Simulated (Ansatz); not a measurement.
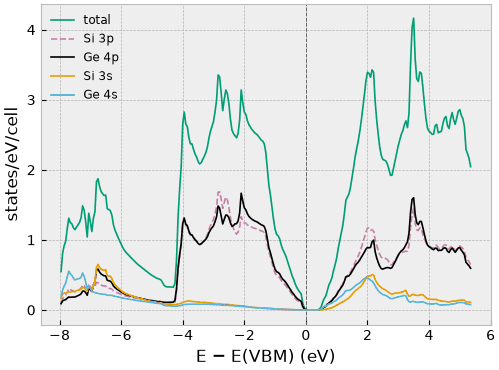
*Total and projected density of states of SiGe in space group R-3m (No. 166; Si on 6c, Ge on 6c), plane-wave PAW PBE (Ansatz code)*

**Question.** Which orbitals carry the states next to the gap?

**Answer.** Top 1 eV of the valence band: Ge 4p 51 %, Si 3p 45 %. Bottom 1 eV of the conduction band: Si 3p 31 %, Ge 4p 29 %, Ge 4s 19 %, Si 3s 9 %, outside the projected shells 12 %. Projections are on Löwdin-orthogonalised atomic valence shells; empty p or d shells of many metals are not among them.

**Question.** Where is the tallest occupied peak in this window, and what makes it?

**Answer.** Near -2.8 eV, about 3.4 states/eV per cell; the largest projected share is Si 3p.

The start of the workflow was typed in or built on a structure type; neither database checked (COD, Materials Project) lists it. Its standing as an ambient phase is unchecked. Symmetry was held in the PBE relaxation; whether a distortion lowers the energy is not shown. Scalar-relativistic: spin–orbit coupling is off unless named, which matters more the heavier the elements.

Potentials: the earlier of the program's two PAW sets.
